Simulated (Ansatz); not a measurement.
```xyz
13

O     0.9070    1.0865    2.2743
Al    1.0094    0.3482    0.7481
O     2.5511    0.0259    0.1134
O     0.0388    1.2407   -0.5242
C    -0.8744    0.7479   -1.2486
C    -1.3741   -0.5449   -1.1527
C    -0.8987   -1.4312   -0.1944
O     0.0120   -1.1856    0.6494
H     0.0970    1.3064    2.7260
H     3.3479    0.2445    0.5909
H    -1.2973    1.4195   -2.0025
H    -2.1581   -0.8615   -1.8253
H    -1.3402   -2.4313   -0.1395
```

Geometry: PBE0-D4/def2-TZVP.

The calculation used RKS PBE0-D4/def2-TZVPP (Ansatz 0.2.0).

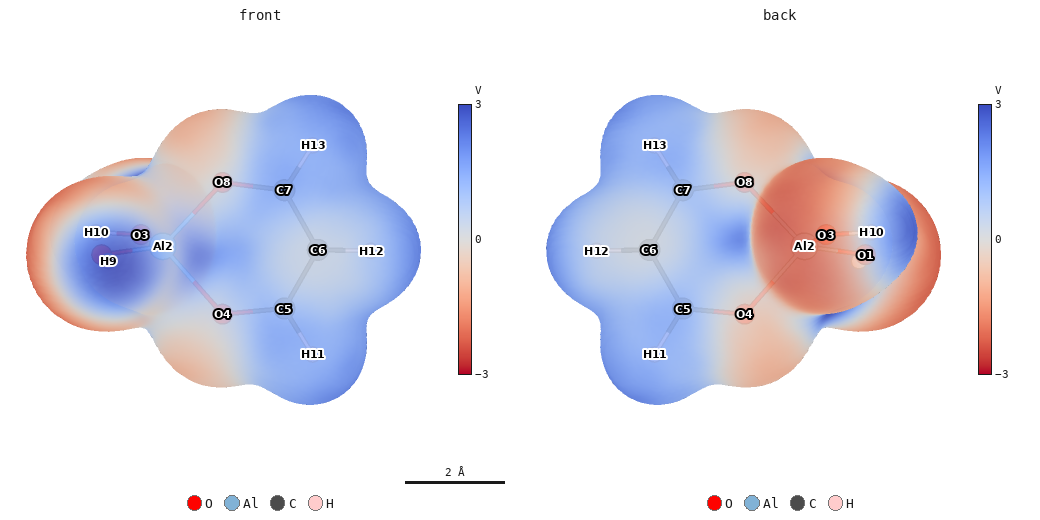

C3H5AlO4. The molecular electrostatic potential painted on the density surface at 0.004 e/bohr³, seen from the front and from behind; red is negative and blue positive.

**Describe the electrostatic potential map.**

The most negative region (about −2.2 V) lies over O1 and O3, the most positive (about +2.7 V) over Al2 and H9.
